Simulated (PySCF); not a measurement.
## BPNH5: geometry relaxation (part 2 of 3)

BPNH5; HF/MINAO, RHF (PySCF 2.14.0). The atoms were displaced at random from an optimised geometry.

Geometry of the input (Å):
```
N  -1.0407  0.6126  -0.4112
B  0.3140  0.5069  -0.0980
P  1.1144  -1.2609  -0.1150
H  -1.6231  -0.0957  -0.5519
H  -1.5828  1.4768  -0.3773
H  0.9603  1.6186  0.1774
H  0.1891  -1.8295  0.3843
H  1.7348  -1.0542  1.2223
```

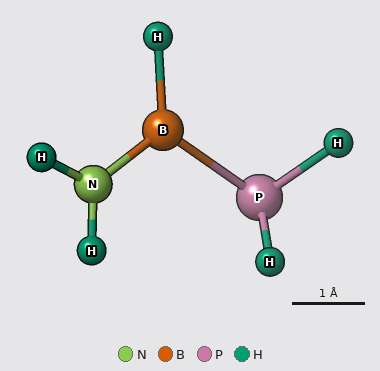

Fig. 1: The starting structure (ball-and-stick view, seen at a tilt).

Output, continued
```
Geometry optimization cycle 6
Cartesian coordinates (Angstrom)
 Atom        New coordinates             dX        dY        dZ
   N  -1.120704   0.695936  -0.408123   -0.001734  0.004894 -0.002469
   B   0.266257   0.563146  -0.063385   -0.002666 -0.009204 -0.005547
   P   1.249928  -1.252105  -0.106814    0.006188 -0.003739  0.003063
   H  -1.761566  -0.139171  -0.644674   -0.005136  0.011284 -0.003732
   H  -1.607861   1.656825  -0.454028   -0.001940  0.004792  0.006674
   H   0.965812   1.639078   0.202149   -0.005766 -0.008602 -0.003158
   H   0.106330  -2.107876   0.463426    0.008923 -0.003111 -0.002056
   H   1.967737  -1.081128   1.241952    0.002131  0.003686  0.007225
converged SCF energy = -422.590946276754
--------------- DFRHF_Scanner gradients ---------------
         x                y                z
0 N     0.0000808679     0.0000186420     0.0000258669
1 B    -0.0000056642     0.0001563609    -0.0000555836
2 P    -0.0001037653    -0.0001000477     0.0001166051
3 H    -0.0004286871    -0.0000952360    -0.0001212780
4 H     0.0001044274     0.0000077149     0.0000058314
5 H    -0.0000114873    -0.0000965215     0.0000298070
6 H     0.0002026313     0.0002028082    -0.0000899107
7 H     0.0001616772    -0.0000937209     0.0000886619
----------------------------------------------
cycle 6: E = -422.590946277  dE = -4.76451e-05  norm(grad) = 0.000656845
Step    5 : Displace = 9.587e-03/1.294e-02 (rms/max) Trust = 2.828e-01 (+) Grad = 2.322e-04/4.556e-04 (rms/max) E (change) = -422.5909462768 (-4.765e-05) Quality = 0.941
Hessian Eigenvalues: 2.25623e-02 2.30829e-02 2.58014e-02 ... 4.46947e-01 4.67049e-01 6.15573e-01

Geometry optimization cycle 7
Cartesian coordinates (Angstrom)
 Atom        New coordinates             dX        dY        dZ
   N  -1.118287   0.696063  -0.406845    0.002417  0.000127  0.001278
   B   0.268930   0.566393  -0.063129    0.002673  0.003247  0.000257
   P   1.246348  -1.251857  -0.108257   -0.003580  0.000247 -0.001443
   H  -1.750759  -0.145523  -0.640678    0.010808 -0.006352  0.003996
   H  -1.612411   1.653365  -0.453766   -0.004550 -0.003460  0.000262
   H   0.968878   1.642618   0.200944    0.003065  0.003541 -0.001205
   H   0.100339  -2.105082   0.461093   -0.005990  0.002794 -0.002333
   H   1.962894  -1.081271   1.241139   -0.004843 -0.000143 -0.000813
converged SCF energy = -422.590948510454
--------------- DFRHF_Scanner gradients ---------------
         x                y                z
0 N    -0.0001275715     0.0001956772    -0.0000669673
1 B     0.0000382895    -0.0001086221     0.0000337393
2 P    -0.0004640398    -0.0001998355    -0.0000078304
3 H     0.0002704014    -0.0001358680     0.0000533112
4 H     0.0000115593     0.0000484019     0.0000118368
5 H    -0.0000333425     0.0000255880     0.0000125192
6 H     0.0002411484     0.0000902898    -0.0001084519
7 H     0.0000635552     0.0000843687     0.0000718430
----------------------------------------------
cycle 7: E = -422.59094851  dE = -2.2337e-06  norm(grad) = 0.000722582
Step    6 : Displace = 6.545e-03/1.316e-02 (rms/max) Trust = 3.000e-01 (+) Grad = 2.555e-04/5.053e-04 (rms/max) E (change) = -422.5909485105 (-2.234e-06) Quality = 0.408
Hessian Eigenvalues: 2.16860e-02 2.29939e-02 2.58047e-02 ... 4.48085e-01 4.72753e-01 6.11867e-01

Geometry optimization cycle 8
Cartesian coordinates (Angstrom)
 Atom        New coordinates             dX        dY        dZ
   N  -1.118825   0.695636  -0.406921   -0.000538 -0.000427 -0.000076
   B   0.268507   0.565400  -0.063545   -0.000423 -0.000993 -0.000416
   P   1.248416  -1.251660  -0.107821    0.002068  0.000197  0.000436
   H  -1.754535  -0.143522  -0.641245   -0.003776  0.002001 -0.000567
   H  -1.610938   1.653986  -0.453492    0.001473  0.000621  0.000275
   H   0.968301   1.641727   0.200612   -0.000577 -0.000891 -0.000333
   H   0.101862  -2.105745   0.460722    0.001523 -0.000664 -0.000371
   H   1.963145  -1.081116   1.242191    0.000251  0.000155  0.001052
converged SCF energy = -422.590950339389
--------------- DFRHF_Scanner gradients ---------------
         x                y                z
0 N     0.0000001938     0.0000291018    -0.0000234251
1 B     0.0000044945    -0.0000154308     0.0000067624
2 P    -0.0000747661    -0.0000246200     0.0000393002
3 H    -0.0000009201    -0.0000340497    -0.0000051762
4 H     0.0000089603     0.0000100754    -0.0000023769
5 H     0.0000019200     0.0000005277     0.0000280968
6 H     0.0000490342     0.0000239805    -0.0000049454
7 H     0.0000110833     0.0000104150    -0.0000382358
----------------------------------------------
cycle 8: E = -422.590950339  dE = -1.82893e-06  norm(grad) = 0.000127693
Step    7 : Displace = 2.026e-03/4.314e-03 (rms/max) Trust = 3.000e-01 (=) Grad = 4.515e-05/8.798e-05 (rms/max) E (change) = -422.5909503394 (-1.829e-06) Quality = 1.097
Hessian Eigenvalues: 1.98775e-02 2.28836e-02 2.58033e-02 ... 4.47908e-01 4.74077e-01 6.12341e-01

Geometry optimization cycle 9
Cartesian coordinates (Angstrom)
 Atom        New coordinates             dX        dY        dZ
   N  -1.118704   0.695468  -0.406635    0.000121 -0.000168  0.000286
   B   0.268809   0.565477  -0.063922    0.000302  0.000077 -0.000377
   P   1.249128  -1.251430  -0.107729    0.000712  0.000230  0.000092
   H  -1.754696  -0.143595  -0.640393   -0.000161 -0.000073  0.000852
   H  -1.610927   1.653757  -0.453137    0.000011 -0.000228  0.000354
   H   0.968498   1.641996   0.199646    0.000197  0.000269 -0.000966
   H   0.101764  -2.105724   0.459323   -0.000097  0.000022 -0.001399
   H   1.962060  -1.081244   1.243349   -0.001085 -0.000128  0.001158
converged SCF energy = -422.590950590742
--------------- DFRHF_Scanner gradients ---------------
         x                y                z
0 N     0.0000157523    -0.0000040002    -0.0000201202
1 B     0.0000005095    -0.0000013152    -0.0000024219
2 P    -0.0000128723     0.0000061543    -0.0000013571
3 H    -0.0000108783     0.0000087570    -0.0000032584
4 H    -0.0000019626    -0.0000055960    -0.0000022521
5 H    -0.0000032870    -0.0000059901     0.0000265131
6 H    -0.0000005864    -0.0000018825     0.0000227233
7 H     0.0000133248     0.0000038727    -0.0000198268
----------------------------------------------
cycle 9: E = -422.590950591  dE = -2.51353e-07  norm(grad) = 5.46226e-05
Step    8 : Displace = 9.615e-04/1.561e-03 (rms/max) Trust = 3.000e-01 (=) Grad = 1.931e-05/2.738e-05 (rms/max) E (change) = -422.5909505907 (-2.514e-07) Quality = 1.709
Hessian Eigenvalues: 4.10252e-03 2.29323e-02 2.61116e-02 ... 4.53285e-01 4.81252e-01 6.27083e-01

Geometry optimization cycle 10
Cartesian coordinates (Angstrom)
 Atom        New coordinates             dX        dY        dZ
   N  -1.118212   0.694929  -0.405371    0.000492 -0.000539  0.001264
   B   0.269988   0.566009  -0.065097    0.001179  0.000532 -0.001175
   P   1.251446  -1.250482  -0.107281    0.002318  0.000948  0.000448
   H  -1.754526  -0.144504  -0.636592    0.000170 -0.000909  0.003802
   H  -1.611041   1.652893  -0.452113   -0.000114 -0.000865  0.001025
   H   0.969456   1.643327   0.195772    0.000957  0.001331 -0.003874
   H   0.101272  -2.105667   0.453487   -0.000493  0.000057 -0.005836
   H   1.957550  -1.081799   1.247696   -0.004510 -0.000555  0.004347
converged SCF energy = -422.590951130644
--------------- DFRHF_Scanner gradients ---------------
         x                y                z
0 N     0.0000242784    -0.0000558300    -0.0000176201
1 B    -0.0000083010     0.0000103753    -0.0000115132
2 P     0.0001085026     0.0000393249    -0.0000668855
3 H    -0.0000038276     0.0000825236     0.0000084741
4 H    -0.0000235441    -0.0000259181     0.0000005435
5 H    -0.0000132210    -0.0000014215     0.0000162427
6 H    -0.0000890194    -0.0000453949     0.0000624403
7 H     0.0000051320    -0.0000036593     0.0000083182
----------------------------------------------
cycle 10: E = -422.590951131  dE = -5.39902e-07  norm(grad) = 0.000211366
Step    9 : Displace = 3.874e-03/6.161e-03 (rms/max) Trust = 3.000e-01 (=) Grad = 7.473e-05/1.334e-04 (rms/max) E (change) = -422.5909511306 (-5.399e-07) Quality = 1.265
Hessian Eigenvalues: 2.69416e-03 2.29493e-02 2.61898e-02 ... 4.54850e-01 4.83534e-01 6.42078e-01

Geometry optimization cycle 11
Cartesian coordinates (Angstrom)
 Atom        New coordinates             dX        dY        dZ
   N  -1.118008   0.694705  -0.404597    0.000204 -0.000224  0.000774
   B   0.270551   0.566399  -0.065551    0.000563  0.000391 -0.000454
   P   1.252449  -1.249867  -0.106945    0.001003  0.000614  0.000336
   H  -1.754229  -0.145221  -0.634345    0.000296 -0.000717  0.002247
   H  -1.611092   1.652521  -0.451810   -0.000051 -0.000372  0.000303
   H   0.970065   1.644095   0.193616    0.000609  0.000768 -0.002156
   H   0.101110  -2.105761   0.450143   -0.000162 -0.000094 -0.003344
   H   1.955087  -1.082165   1.249991   -0.002463 -0.000367  0.002295
converged SCF energy = -422.59095131362
--------------- DFRHF_Scanner gradients ---------------
         x                y                z
0 N     0.0000112855    -0.0000397134    -0.0000139559
1 B     0.0000002461     0.0000108648    -0.0000052533
2 P     0.0000856418     0.0000234175    -0.0000580689
3 H     0.0000018895     0.0000599480     0.0000084738
4 H    -0.0000168027    -0.0000178545     0.0000029877
5 H    -0.0000150579     0.0000008484     0.0000060191
6 H    -0.0000698649    -0.0000347822     0.0000447417
7 H     0.0000026626    -0.0000027284     0.0000150558
----------------------------------------------
cycle 11: E = -422.590951314  dE = -1.82976e-07  norm(grad) = 0.000161792
Step   10 : Displace = 2.149e-03/3.319e-03 (rms/max) Trust = 3.000e-01 (=) Grad = 5.720e-05/1.061e-04 (rms/max) E (change) = -422.5909513136 (-1.830e-07) Quality = 1.411
Hessian Eigenvalues: 2.33664e-03 2.28702e-02 2.58172e-02 ... 4.49791e-01 4.75984e-01 6.11022e-01

Geometry optimization cycle 12
Cartesian coordinates (Angstrom)
 Atom        New coordinates             dX        dY        dZ
   N  -1.117970   0.694633  -0.404095    0.000038 -0.000072  0.000502
   B   0.270773   0.566644  -0.065675    0.000222  0.000245 -0.000124
   P   1.252874  -1.249440  -0.106685    0.000425  0.000427  0.000260
   H  -1.754037  -0.145695  -0.633001    0.000192 -0.000474  0.001343
   H  -1.611096   1.652410  -0.451838   -0.000004 -0.000111 -0.000028
   H   0.970489   1.644482   0.192409    0.000424  0.000386 -0.001206
   H   0.101164  -2.105961   0.448167    0.000054 -0.000200 -0.001976
   H   1.953736  -1.082367   1.251221   -0.001351 -0.000202  0.001230
converged SCF energy = -422.590951387268
--------------- DFRHF_Scanner gradients ---------------
         x                y                z
0 N    -0.0000017118    -0.0000057970    -0.0000059840
1 B     0.0000054552     0.0000006828     0.0000014153
2 P     0.0000227438     0.0000005191    -0.0000173583
3 H     0.0000020465     0.0000110034     0.0000029035
4 H    -0.0000027793    -0.0000026553     0.0000028292
5 H    -0.0000073921     0.0000044530    -0.0000005263
6 H    -0.0000183456    -0.0000077861     0.0000106324
7 H    -0.0000000167    -0.0000004200     0.0000060882
----------------------------------------------
cycle 12: E = -422.590951387  dE = -7.36473e-08  norm(grad) = 4.12569e-05
Step   11 : Displace = 1.223e-03/1.891e-03 (rms/max) Trust = 3.000e-01 (=) Grad = 1.459e-05/2.862e-05 (rms/max) E (change) = -422.5909513873 (-7.365e-08) Quality = 1.169
Hessian Eigenvalues: 2.55397e-03 2.26196e-02 2.53394e-02 ... 4.49520e-01 4.74961e-01 6.04887e-01

Geometry optimization cycle 13
Cartesian coordinates (Angstrom)
 Atom        New coordinates             dX        dY        dZ
   N  -1.118016   0.694664  -0.404062   -0.000046  0.000030  0.000033
   B   0.270716   0.566650  -0.065615   -0.000056  0.000006  0.000060
   P   1.252818  -1.249393  -0.106652   -0.000056  0.000047  0.000033
   H  -1.754057  -0.145699  -0.632975   -0.000020 -0.000004  0.000026
   H  -1.611088   1.652463  -0.451942    0.000008  0.000053 -0.000104
   H   0.970541   1.644426   0.192425    0.000052 -0.000055  0.000016
   H   0.101256  -2.106058   0.448128    0.000092 -0.000097 -0.000039
   H   1.953763  -1.082348   1.251195    0.000027  0.000020 -0.000025
converged SCF energy = -422.59095139287
--------------- DFRHF_Scanner gradients ---------------
         x                y                z
0 N    -0.0000021147     0.0000024790    -0.0000014272
1 B     0.0000046786    -0.0000015144     0.0000020872
2 P     0.0000012777    -0.0000014077    -0.0000020786
3 H    -0.0000000932    -0.0000019306     0.0000005915
4 H     0.0000009219     0.0000008225     0.0000001909
5 H    -0.0000032012     0.0000020365    -0.0000010735
6 H    -0.0000014857    -0.0000004073     0.0000006726
7 H     0.0000000167    -0.0000000779     0.0000010372
----------------------------------------------
cycle 13: E = -422.590951393  dE = -5.60203e-09  norm(grad) = 8.61585e-06
Step   12 : Displace = 8.579e-05/1.330e-04 (rms/max) Trust = 3.000e-01 (=) Grad = 3.046e-06/5.342e-06 (rms/max) E (change) = -422.5909513929 (-5.602e-09) Quality = 1.200
Hessian Eigenvalues: 2.55283e-03 2.31094e-02 2.54766e-02 ... 4.50245e-01 4.74405e-01 6.11461e-01

Geometry optimization cycle 14
Cartesian coordinates (Angstrom)
 Atom        New coordinates             dX        dY        dZ
   N  -1.118036   0.694680  -0.404080   -0.000020  0.000016 -0.000018
   B   0.270682   0.566634  -0.065594   -0.000035 -0.000016  0.000021
   P   1.252772  -1.249405  -0.106667   -0.000046 -0.000012 -0.000015
   H  -1.754076  -0.145663  -0.633069   -0.000018  0.000036 -0.000094
   H  -1.611098   1.652486  -0.451942   -0.000010  0.000022 -0.000000
   H   0.970547   1.644368   0.192518    0.000006 -0.000059  0.000093
   H   0.101284  -2.106076   0.448239    0.000028 -0.000018  0.000111
   H   1.953858  -1.082318   1.251098    0.000095  0.000029 -0.000098
converged SCF energy = -422.590951393332
--------------- DFRHF_Scanner gradients ---------------
         x                y                z
0 N    -0.0000006951     0.0000015229    -0.0000007111
1 B     0.0000023026    -0.0000014279     0.0000003218
2 P    -0.0000012097    -0.0000008457    -0.0000000735
3 H    -0.0000001010    -0.0000015318    -0.0000009870
4 H     0.0000003175     0.0000003984     0.0000012400
5 H    -0.0000011298     0.0000009650     0.0000000987
6 H     0.0000002814     0.0000007945     0.0000001823
7 H     0.0000002341     0.0000001245    -0.0000000712
----------------------------------------------
cycle 14: E = -422.590951393  dE = -4.62023e-10  norm(grad) = 4.59358e-06
Step   13 : Displace = 8.723e-05/1.289e-04 (rms/max) Trust = 3.000e-01 (=) Grad = 1.624e-06/2.728e-06 (rms/max) E (change) = -422.5909513933 (-4.620e-10) Quality = 1.189
Hessian Eigenvalues: 4.96056e-03 2.32068e-02 2.52981e-02 ... 4.49519e-01 4.73976e-01 6.08322e-01
```
